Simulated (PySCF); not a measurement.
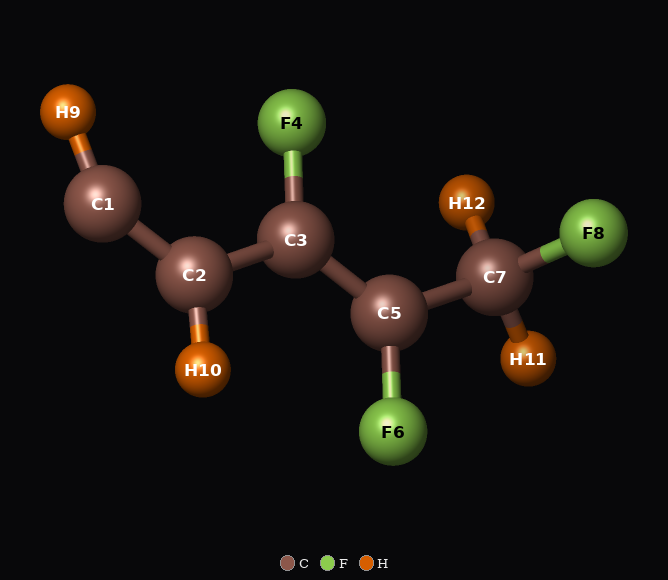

State: neutral, doublet. Computed geometry: GFN2-xTB optimisation. No frequency run is at hand to confirm it as a minimum. Method: UKS B3LYP, pcH-1 on C F H, non-relativistic (PySCF 2.14.0). Fermi-contact and spin-dipolar terms alone, no spin-orbit part.

**Which nucleus has the largest dipolar (anisotropic) hyperfine coupling?**

13C at C1: principal values −86.2, −58.4, 144.5 MHz.

List the isotropic and dipolar parts for the most strongly coupled nuclei, one of each equivalent set.

```tsv
atom	isotope	a_iso (MHz)	dipolar part (MHz)
C1	13C	333.4	−86.2, −58.4, 144.5
H9	1H	31.8	−33.5, −8.4, 42.0
F6	19F	−8.4	−30.2, 11.8, 18.5
C2	13C	−3.4	−19.5, 3.5, 16.0
F4	19F	5.8	−11.8, −1.3, 13.1
H10	1H	123.3	−6.7, −5.4, 12.1
C5	13C	−4.0	−11.7, 4.1, 7.6
F8	19F	−17.7	−11.0, 4.7, 6.3
```
